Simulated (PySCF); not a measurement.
System: FHSSi (SMILES F[SiH]=S).

Input file:

```
from pyscf import gto, dft

mol = gto.M(
    atom=[
    ('F', (-1.460750, 0.461576, -0.014684)),
    ('S', (1.516336, 0.772416, 1.003232)),
    ('Si', (-0.180901, -0.115977, 0.777818)),
    ('H', (-0.631170, -1.441294, 1.259683)),
],
    basis='def2-tzvpd',
    max_memory=3720,
    verbose=3,
)

myscf = dft.RKS(mol, xc='pbe0')
myscf = myscf.density_fit(auxbasis='def2-universal-jkfit')
myscf.conv_tol = 1e-09
myscf.max_cycle = 100
myscf.grids.level = 3
myscf.kernel()
if not myscf.converged:
    myscf = myscf.newton().run(myscf.mo_coeff, myscf.mo_occ)

e_tot = myscf.e_tot
print('E = %.10f Eh' % e_tot)
grad = myscf.nuc_grad_method().kernel()
myscf.analyze()
```

Run with:

```sh
OMP_NUM_THREADS=2 python run.py
```

Geometry: PBE0-D4/def2-SVP.

These are results of PySCF, Gaussian-basis quantum chemistry of an isolated molecule with PySCF, energy and nuclear gradient, functional PBE0, not measurements.

Q: What can the converged electron density and electron localisation function tell about the bonding?

A: Si–F (1.61 Å): the density is about 1.2 e/Å³ at the midpoint; the ELF peaks at about 0.85 in the valence shell of F, 0.6 Å from its nucleus, and is about 0.55 at the midpoint.
Si–S (1.93 Å): ρ is about 1.1 e/Å³ halfway; the ELF peaks at about 0.80 between the atoms (a covalent bond).
Si–H (1.48 Å): ρ is about 0.86 e/Å³ halfway; the ELF climbs to about 1 towards the hydrogen, as it does in any bond to H.

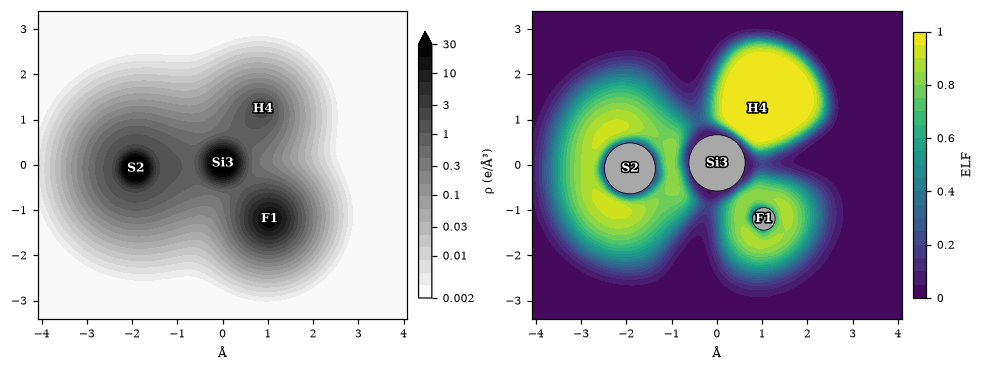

Computed electron density and electron localisation function on the molecular plane, in this order. Grey discs cover the atomic cores in the ELF map. 
